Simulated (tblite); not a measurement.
# Geometry relaxation, with input and output: C₂H₁₀O₂Si₄ (part 3 of 3)

Continued. System: C₂H₁₀O₂Si₄. Method: GFN2-xTB geometry optimisation, gas phase (tblite 0.8.0). It belongs to a series of runs on one base structure; here: H on Si replaced by OCHO.

Geometry of the input (Å):
```
O  2.6971  -0.8994  0.8684
C  3.0998  -0.1218  0.0087
O  2.3755  0.6825  -0.7695
Si 0.7064  0.7719  -0.7208
C  0.0347  1.2171  0.9711
Si -1.7936  0.8740  0.9008
Si -2.0318  -1.2985  0.1088
Si -0.2354  -1.2809  -1.3558
H  4.1763  0.0076  -0.2202
H  0.2618  1.7839  -1.6930
H  0.5062  0.6207  1.7485
H  0.2275  2.2687  1.1904
H  -2.4081  1.0261  2.2581
H  -2.4525  1.8170  -0.0343
H  -3.3432  -1.5058  -0.5677
H  -1.8278  -2.2921  1.2163
H  -0.6829  -1.2259  -2.7788
H  0.6812  -2.4387  -1.1430
```

Trajectory as extended XYZ, continued
```
18
Properties=species:S:1:pos:R:3:forces:R:3 step=121 energy=-665.06323
O     1.2540   -1.2105    0.9718    0.0320   0.0430  -0.0230
C     2.2176   -0.5350    0.7111   -0.0150  -0.0170   0.0120
O     2.2625    0.4186   -0.1525   -0.0270  -0.0230   0.0010
Si    0.8870    0.8693   -1.0751    0.0020   0.0070   0.0010
C    -0.2853    1.7540    0.1476    0.0600   0.0480   0.0190
Si   -1.3128    0.6054    1.3072   -0.0060  -0.0230   0.0030
Si   -1.5690   -1.4110    0.1661    0.0000   0.0190  -0.0390
Si   -0.1942   -1.0842   -1.7110   -0.0110  -0.0140   0.0730
H     3.1911   -0.6915    1.2115    0.0030   0.0110   0.0090
H     1.6388    1.8489   -1.8632    0.0100   0.0040  -0.0130
H     0.2931    2.4352    0.7740   -0.0140   0.0260  -0.0360
H    -0.9586    2.3850   -0.4342   -0.0240  -0.0400   0.0460
H    -0.6027    0.5399    2.5919   -0.0030  -0.0230  -0.0200
H    -2.5549    1.3416    1.6109    0.0180  -0.0140  -0.0140
H    -2.9847   -1.6545   -0.1925    0.0350   0.0050  -0.0180
H    -1.2090   -2.6019    0.9400   -0.0350   0.0070  -0.0030
H    -0.8593   -0.8535   -3.0074   -0.0120  -0.0220   0.0150
H     0.7777   -2.1493   -2.0079   -0.0140   0.0070  -0.0130
18
Properties=species:S:1:pos:R:3:forces:R:3 step=127 energy=-665.06773
O     1.2802   -1.2332    0.9622    0.0270   0.0140   0.0100
C     2.2263   -0.5228    0.7340   -0.0360  -0.0050  -0.0270
O     2.2579    0.4341   -0.1273    0.0430   0.0090  -0.0090
Si    0.8958    0.8664   -1.0745   -0.0200   0.0050   0.0140
C    -0.2856    1.7540    0.1363   -0.0810  -0.0070   0.0470
Si   -1.2930    0.5954    1.3109    0.0500   0.0480   0.0200
Si   -1.5812   -1.4043    0.1549   -0.0320  -0.0070  -0.0020
Si   -0.1933   -1.0891   -1.7023    0.0100   0.0410  -0.0140
H     3.1918   -0.6434    1.2616   -0.0370   0.0060  -0.0130
H     1.6448    1.8419   -1.8722    0.0120  -0.0200   0.0060
H     0.2658    2.4739    0.7427    0.0080  -0.0100  -0.0240
H    -0.9934    2.3420   -0.4497    0.0180  -0.0110  -0.0020
H    -0.5516    0.5034    2.5768   -0.0220  -0.0070  -0.0260
H    -2.5232    1.3401    1.6437    0.0330  -0.0250  -0.0010
H    -2.9991   -1.6252   -0.2080    0.0340   0.0110  -0.0230
H    -1.2446   -2.6066    0.9190   -0.0240  -0.0160   0.0250
H    -0.8650   -0.8606   -2.9956   -0.0240   0.0100   0.0050
H     0.7588   -2.1598   -2.0240    0.0410  -0.0350   0.0120
18
Properties=species:S:1:pos:R:3:forces:R:3 step=133 energy=-665.07007
O     1.2838   -1.2434    0.9474    0.0110   0.0270  -0.0110
C     2.2225   -0.5178    0.7377   -0.0110   0.0050   0.0070
O     2.2598    0.4414   -0.1205   -0.0310  -0.0020   0.0080
Si    0.8959    0.8685   -1.0711    0.0210  -0.0180  -0.0360
C    -0.2971    1.7551    0.1283    0.0240  -0.0160   0.0230
Si   -1.2767    0.5917    1.3154   -0.0140   0.0070  -0.0090
Si   -1.5816   -1.4022    0.1527    0.0040  -0.0190   0.0080
Si   -0.1863   -1.0890   -1.6998    0.0050  -0.0130  -0.0220
H     3.1760   -0.6221    1.2885   -0.0020  -0.0080  -0.0130
H     1.6579    1.8354   -1.8659   -0.0060   0.0040  -0.0080
H     0.2525    2.4917    0.7152   -0.0210   0.0030   0.0160
H    -1.0164    2.3218   -0.4627    0.0060   0.0070  -0.0190
H    -0.5209    0.4843    2.5675    0.0130   0.0070   0.0190
H    -2.5003    1.3355    1.6649    0.0050  -0.0100   0.0200
H    -2.9954   -1.6095   -0.2251   -0.0010   0.0120  -0.0210
H    -1.2683   -2.6091    0.9212   -0.0190  -0.0020   0.0160
H    -0.8803   -0.8631   -2.9833    0.0140   0.0050   0.0110
H     0.7661   -2.1628   -2.0222    0.0020   0.0120   0.0110
18
Properties=species:S:1:pos:R:3:forces:R:3 step=140 energy=-665.07178
O     1.2939   -1.2492    0.9241   -0.0050   0.0080   0.0060
C     2.2239   -0.5068    0.7364    0.0070  -0.0010  -0.0050
O     2.2595    0.4576   -0.1155   -0.0090  -0.0060   0.0010
Si    0.8983    0.8685   -1.0768    0.0020  -0.0100   0.0130
C    -0.2981    1.7494    0.1258    0.0010   0.0080  -0.0170
Si   -1.2701    0.5856    1.3182    0.0050  -0.0090   0.0110
Si   -1.5858   -1.4061    0.1532    0.0060   0.0060  -0.0040
Si   -0.1811   -1.0956   -1.6938    0.0100  -0.0040  -0.0070
H     3.1700   -0.6009    1.3017   -0.0060  -0.0040  -0.0120
H     1.6575    1.8348   -1.8757   -0.0130   0.0000  -0.0010
H     0.2393    2.4952    0.7127    0.0030  -0.0090  -0.0040
H    -1.0194    2.3073   -0.4722   -0.0100   0.0030   0.0060
H    -0.5038    0.4777    2.5656    0.0160  -0.0010  -0.0010
H    -2.4850    1.3295    1.6924   -0.0160   0.0030   0.0050
H    -2.9944   -1.5885   -0.2567   -0.0030   0.0030   0.0020
H    -1.3072   -2.6139    0.9354   -0.0150   0.0110  -0.0070
H    -0.8786   -0.8686   -2.9764    0.0250  -0.0080   0.0160
H     0.7722   -2.1697   -2.0102    0.0020   0.0100  -0.0010
18
Properties=species:S:1:pos:R:3:forces:R:3 step=146 energy=-665.07276
O     1.3031   -1.2372    0.9301    0.0010   0.0010   0.0070
C     2.2339   -0.4985    0.7316   -0.0030  -0.0040   0.0030
O     2.2630    0.4639   -0.1226    0.0070   0.0040  -0.0010
Si    0.8945    0.8639   -1.0744   -0.0160   0.0150  -0.0040
C    -0.2998    1.7466    0.1291    0.0030   0.0070  -0.0010
Si   -1.2698    0.5826    1.3237   -0.0060  -0.0060   0.0040
Si   -1.5942   -1.4036    0.1508    0.0050   0.0110   0.0010
Si   -0.1730   -1.1052   -1.6844    0.0090  -0.0040   0.0050
H     3.1855   -0.5929    1.2868   -0.0010  -0.0110  -0.0010
H     1.6390    1.8291   -1.8871    0.0000   0.0090   0.0010
H     0.2437    2.4873    0.7171   -0.0100  -0.0010  -0.0110
H    -1.0210    2.3091   -0.4657    0.0090  -0.0110   0.0190
H    -0.4986    0.4682    2.5681    0.0050   0.0040  -0.0110
H    -2.4872    1.3227    1.7013    0.0080   0.0000   0.0040
H    -2.9979   -1.5651   -0.2806   -0.0210   0.0020  -0.0020
H    -1.3526   -2.6152    0.9387    0.0050   0.0010  -0.0060
H    -0.8624   -0.8771   -2.9686   -0.0060  -0.0080  -0.0200
H     0.7850   -2.1723   -2.0058    0.0100  -0.0090   0.0130
18
Properties=species:S:1:pos:R:3:forces:R:3 step=152 energy=-665.07347
O     1.2955   -1.2357    0.9310   -0.0020   0.0000  -0.0030
C     2.2270   -0.4966    0.7363   -0.0070  -0.0020  -0.0060
O     2.2582    0.4683   -0.1153   -0.0050  -0.0050  -0.0030
Si    0.8917    0.8658   -1.0753    0.0110   0.0020   0.0010
C    -0.3079    1.7452    0.1230   -0.0060  -0.0050   0.0130
Si   -1.2588    0.5777    1.3286    0.0090   0.0100   0.0040
Si   -1.5965   -1.3990    0.1459   -0.0150  -0.0050  -0.0150
Si   -0.1653   -1.1100   -1.6859   -0.0120   0.0090   0.0010
H     3.1765   -0.5959    1.2941    0.0040   0.0070  -0.0090
H     1.6350    1.8334   -1.8864    0.0050   0.0030   0.0050
H     0.2267    2.4984    0.7021    0.0030   0.0060   0.0020
H    -1.0407    2.2916   -0.4707   -0.0030   0.0090  -0.0150
H    -0.4605    0.4658    2.5555   -0.0020  -0.0080   0.0050
H    -2.4665    1.3190    1.7326   -0.0020  -0.0010   0.0030
H    -3.0027   -1.5500   -0.2885    0.0110   0.0060   0.0040
H    -1.3667   -2.6112    0.9357    0.0060  -0.0100  -0.0050
H    -0.8523   -0.8856   -2.9740    0.0090  -0.0160   0.0010
H     0.7988   -2.1747   -2.0005   -0.0040   0.0000   0.0170
18
Properties=species:S:1:pos:R:3:forces:R:3 step=159 energy=-665.07469
O     1.2909   -1.2347    0.9149    0.0060   0.0020  -0.0020
C     2.2229   -0.4965    0.7203    0.0250   0.0100   0.0040
O     2.2540    0.4736   -0.1250   -0.0070   0.0030  -0.0050
Si    0.8847    0.8751   -1.0771   -0.0070  -0.0220  -0.0150
C    -0.3120    1.7476    0.1289   -0.0030   0.0240  -0.0020
Si   -1.2568    0.5775    1.3371   -0.0100   0.0110  -0.0170
Si   -1.6087   -1.3889    0.1394   -0.0070  -0.0250   0.0150
Si   -0.1554   -1.1140   -1.6746   -0.0090  -0.0230  -0.0380
H     3.1757   -0.5982    1.2719   -0.0010  -0.0140   0.0070
H     1.6210    1.8485   -1.8868    0.0090   0.0030   0.0010
H     0.2260    2.4998    0.7063    0.0020   0.0040   0.0120
H    -1.0428    2.2985   -0.4641   -0.0160  -0.0090   0.0080
H    -0.4473    0.4528    2.5553   -0.0030  -0.0050   0.0030
H    -2.4598    1.3192    1.7573    0.0130  -0.0050  -0.0020
H    -3.0125   -1.5237   -0.3070    0.0110   0.0040   0.0080
H    -1.3917   -2.6103    0.9222   -0.0090   0.0170  -0.0150
H    -0.8158   -0.9374   -2.9846    0.0080   0.0090   0.0150
H     0.8189   -2.1826   -1.9462   -0.0040   0.0150   0.0210
18
Properties=species:S:1:pos:R:3:forces:R:3 step=165 energy=-665.07530
O     1.3062   -1.2312    0.9116   -0.0010  -0.0020   0.0000
C     2.2340   -0.4885    0.7136   -0.0010   0.0000  -0.0020
O     2.2553    0.4810   -0.1328   -0.0010   0.0030   0.0020
Si    0.8783    0.8736   -1.0788    0.0020   0.0010   0.0030
C    -0.3155    1.7474    0.1315    0.0020   0.0010  -0.0040
Si   -1.2546    0.5748    1.3404    0.0000  -0.0060  -0.0020
Si   -1.6204   -1.3845    0.1351    0.0010   0.0000   0.0010
Si   -0.1535   -1.1227   -1.6698    0.0040   0.0030   0.0020
H     3.1888   -0.5869    1.2625    0.0010   0.0000  -0.0030
H     1.6095    1.8503   -1.8901    0.0020  -0.0010  -0.0030
H     0.2230    2.4998    0.7085   -0.0010   0.0010  -0.0020
H    -1.0519    2.2955   -0.4572    0.0000  -0.0010   0.0010
H    -0.4389    0.4378    2.5531   -0.0020  -0.0020   0.0000
H    -2.4513    1.3179    1.7740    0.0020   0.0000  -0.0010
H    -3.0210   -1.4955   -0.3239   -0.0070  -0.0020   0.0040
H    -1.4281   -2.6133    0.9104   -0.0020   0.0010   0.0020
H    -0.7969   -0.9590   -2.9884    0.0010   0.0040  -0.0010
H     0.8280   -2.1901   -1.9113    0.0020   0.0000   0.0030
```

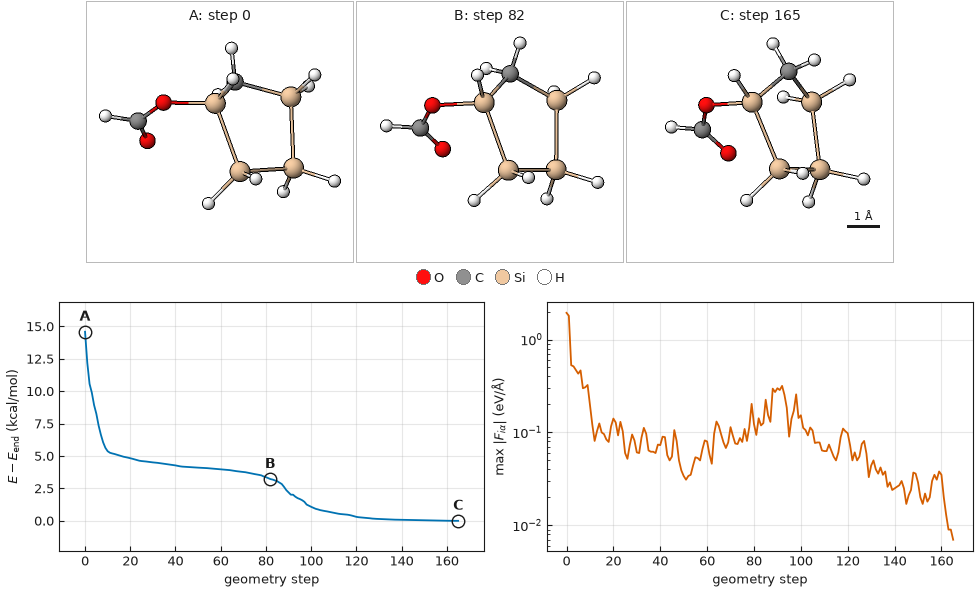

Figure 1. Frames of the relaxation (ball-and-stick view, seen at a tilt) above the curves, on which the letters mark them (steps are counted from 0).

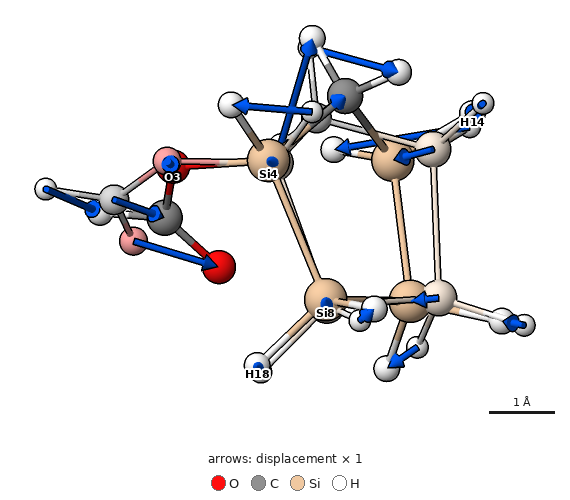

Figure 2. Start (faint) and end (solid) with the displacements as blue arrows, at true length (ball-and-stick view, seen at a tilt). The two geometries are laid on each other by the best rigid fit. The energy falls by 14.6 kcal/mol in 165 geometry steps. Largest force component: 1.9 eV/Å at the start, 0.007 eV/Å at the end. H11 moves most after the best rigid fit: 2.19 Å. By element the largest moves are H 2.19 Å, O 1.38 Å, C 1.11 Å, Si 0.80 Å. Among the contacts that change: C5–Si6 1.862 → 1.928 Å, C2–O3 1.333 → 1.287 Å, O3–Si4 1.672 → 1.716 Å, Si4–C5 1.874 → 1.911 Å. Among the angles that change: Si8–Si4–H10 107.5° → 130.8°, O3–Si4–H10 108.6° → 93.3°, Si4–C5–Si6 105.9° → 115.0°. (Atoms are counted from 1 in the order of the input.)
